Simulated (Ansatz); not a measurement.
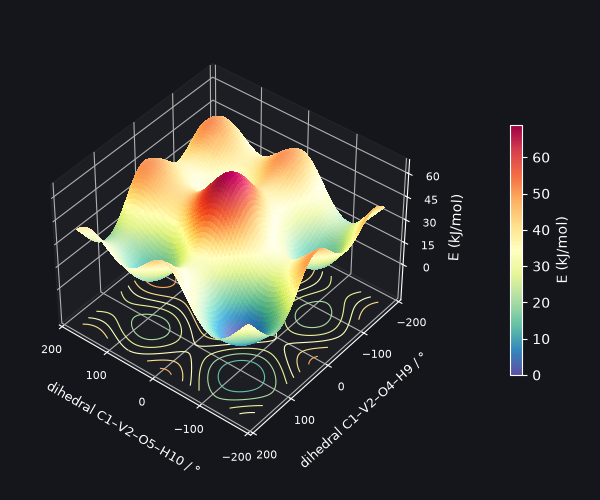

Energy landscape of CH5O3V, SMILES [CH3][V](=[O])([OH])[OH]. 
- First axis: dihedral C1–V2–O5–H10. Second axis: dihedral C1–V2–O4–H9.
- Nothing is relaxed (all other coordinates rigid).
- The grid has 10 × 10 points.
- Points are written as (first, second).
- Energies are in kJ/mol, from the lowest grid point.
- Method: RKS PBE-D4/def2-SVP (Ansatz).

Drawn: a relief with its contours projected below. Between grid points the surface is interpolated. 

What does the map say about the system?

Answer. The lowest grid point is at (−108°, 108°). There are further wells near (72°, 108°) (11.0 kJ/mol above the lowest at that grid point); (−108°, −72°) (11.0 kJ/mol above the lowest at that grid point); (72°, −72°) (28.7 kJ/mol above the lowest at that grid point). The highest grid point, (0°, 0°), lies 68.6 kJ/mol above the lowest. On the interpolated surface the easiest way out of the lowest well to the well at about (80°, 115°) passes a barrier of about 21 kJ/mol. Round the minimum the contours are nearly round: the two directions are equally stiff and uncoupled.

Grid values (kJ/mol):

| dihedral C1–V2–O4–H9 ↓, dihedral C1–V2–O5–H10 → | −180 | −144 | −108 | −72 | −36 | 0 | 36 | 72 | 108 | 144 |
| --- | --- | --- | --- | --- | --- | --- | --- | --- | --- | --- |
| 144 | 24.9 | 12.9 | 6.2 | 13.7 | 30.3 | 37.0 | 26.5 | 16.8 | 19.6 | 27.3 |
| 108 | 17.9 | 6.2 | 0.0 | 7.8 | 24.3 | 30.9 | 20.5 | 11.0 | 13.4 | 20.6 |
| 72 | 26.0 | 13.7 | 7.8 | 16.3 | 33.2 | 40.1 | 30.3 | 21.2 | 23.6 | 29.9 |
| 36 | 42.6 | 30.3 | 24.3 | 33.2 | 51.4 | 59.7 | 49.5 | 38.9 | 40.3 | 46.4 |
| 0 | 49.0 | 37.0 | 30.9 | 40.1 | 59.7 | 68.6 | 56.8 | 44.5 | 45.2 | 51.8 |
| −36 | 39.5 | 26.5 | 20.5 | 30.3 | 49.5 | 56.8 | 45.0 | 34.8 | 36.9 | 43.6 |
| −72 | 32.1 | 16.8 | 11.0 | 21.2 | 39.0 | 44.6 | 34.8 | 28.7 | 33.8 | 39.6 |
| −108 | 36.8 | 19.6 | 13.4 | 23.6 | 40.3 | 45.2 | 36.9 | 33.8 | 41.3 | 46.9 |
| −144 | 44.2 | 27.3 | 20.6 | 29.9 | 46.4 | 51.7 | 43.5 | 39.6 | 46.9 | 53.4 |
| −180 | 39.1 | 24.9 | 17.9 | 26.0 | 42.6 | 49.0 | 39.5 | 32.0 | 36.7 | 44.2 |

Each point was launched as `ansatz run input.yaml --threads 1 --pin off --max-ram 2560MiB --backend cpu --events-out ev --progress --plain --runs-dir out`. The whole map (100 points run) took 21 min on 1 thread of Arm Neoverse N1, with other jobs on the host.
